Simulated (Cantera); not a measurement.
Input: 1 mol SiC, a varied amount of H2O, 1.6 mol H2, equilibrated at 1102 °C and 0.00510 bar.

Cantera equilibrium calculation (NASA polynomials, part measured and part estimated; ideal gas, pure solids and liquids). Candidate condensed phases: C, C6H6, C7H8, C8H18, H2O, Si, SiC, SiO2; 123 gas species. Mutual solubility and eutectic melting of coexisting phases are not modelled. The tables hold silica as quartz up to 1696 K and as liquid above; real silica turns to tridymite and cristobalite and melts near 1996 K. Equilibrium is a limit: real reactors are often held back by kinetics, nucleation or transport.

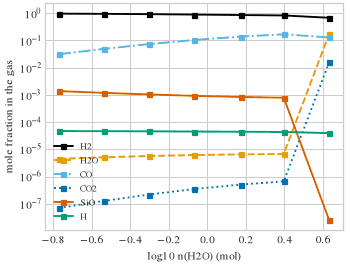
Equilibrium gas composition (values under 1e-9 drawn at 1e-9)

### Question
Read off the mole fractions at 2.5 mol H2O.

### Answer
H2 about 0.83, CO about 0.17, SiO about 0.00079, H about 4.4e-5, H2O about 6.8e-6, CO2 about 6.7e-7.
